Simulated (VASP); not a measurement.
Here is the system:

```
YbSi2
1.0
   -1.67720     1.67720     5.10844
    1.67720    -1.67720     5.10844
    1.67720     1.67720    -5.10844
Yb Si
1 2
Cartesian
  0.00000   0.00000   0.00000
  0.00000   0.00000   2.98638
  0.00000   0.00000   7.23050
```

All values below come from r2SCAN meta-GGA, VASP's PBE PAW potentials (set 64) (plane waves; VASP). Settings: 400 eV cut-off, 14×14×14 Γ-centred mesh, tetrahedra with Blöchl corrections, potentials Yb_2 Si.

The 4f electrons are frozen in the core of the lanthanide potential, so 4f levels, which can set the real gap, and their magnetism are missing.

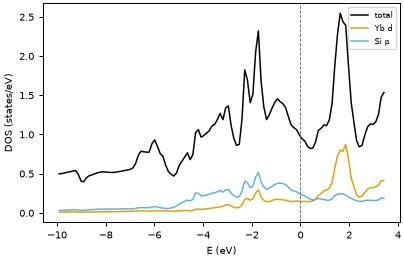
Total and projected density of states, zero at the Fermi level

Within 2 eV below the Fermi level the largest weight inside VASP's projection spheres is Si p, then Yb d.

It has no gap at this level: it comes out as a metal or semimetal.

The structure was generated: YbSi2 was put into the MoSi2 type (I4/mmm), which need not be its known phase. It was relaxed first.
